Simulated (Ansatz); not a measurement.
```xyz
5

Zn   -0.8564    0.0000   -0.5907
Cl    0.0724    0.0000    2.7202
Cl    0.6052    0.0000   -2.1076
H    -2.0281    0.0000    0.4404
H    -1.0779    0.0000    2.0411
```

Not at a stationary point (largest force 1.1 eV/Å).

Theory: Ansatz 0.2.0, RKS PBE0/def2-SVP.

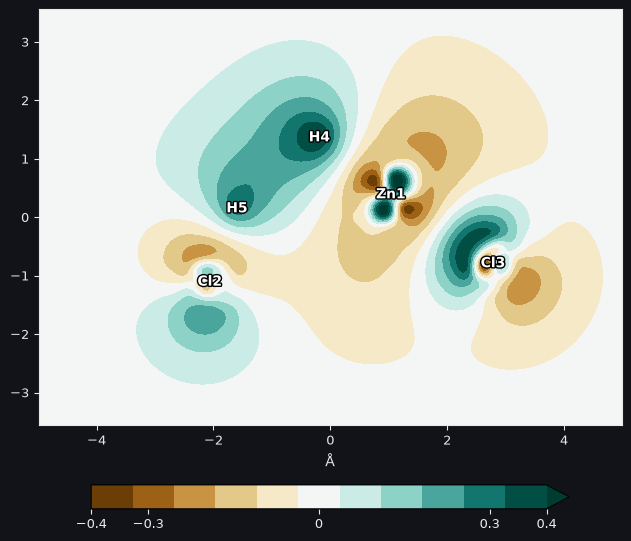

ClHZn···HCl. One frontier orbital on the molecular plane (values in Å⁻³ᐟ²; the overall sign is arbitrary).

Q: Which orbital is it: HOMO or LUMO?

A: The LUMO, at −0.79 eV. Its weight (Hirshfeld) is mainly on Zn1 (about 50 %), Cl3 (about 15 %), H4 (about 15 %), H5 (about 10 %) and Cl2 (about 10 %).
